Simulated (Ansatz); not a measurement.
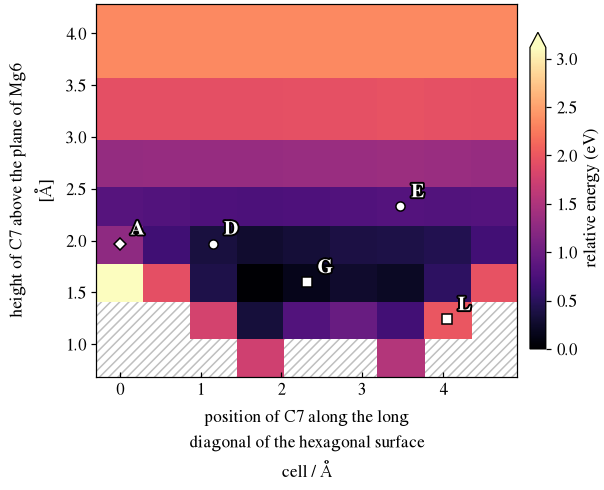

C on a MgO(111) slab cut from the Fm-3m phase, its upper half relaxed before the scan (6 atoms of substrate and one adsorbate in a 1 × 1 cell). C is moved along a line over the surface and along the normal, above a rigid substrate. The first coordinate is: position of C7 along the long diagonal of the hexagonal surface cell, from above Mg6; the second: height of C7 above the plane of Mg6. Grid: 9 × 8 points. At 10 points there is no value (left out of the scan, as a rule where atoms come close). Points are written as (first, second). Energies: eV, counted from the lowest grid point. Energies and slopes of some neighbouring points disagree (a jump in structure or state, or too coarse a mesh). All numbers below come from DFT PBE, scalar-relativistic, plane waves, PAW in Ansatz. Settings: cutoff 420 eV, k-mesh 9×9×1, gaussian smearing 0.05 eV, spin-polarised.

Drawn: one coloured cell a grid point, one colour for all values above the top of the scale, hatched blanks where no value was computed, lettered points.

Question: Rank the lettered points by energy, lowest first.

Answer: G (0.15 eV), D (0.36 eV), E (0.81 eV), A (1.26 eV), L (1.99 eV).

PAW datasets: the set soft_1.
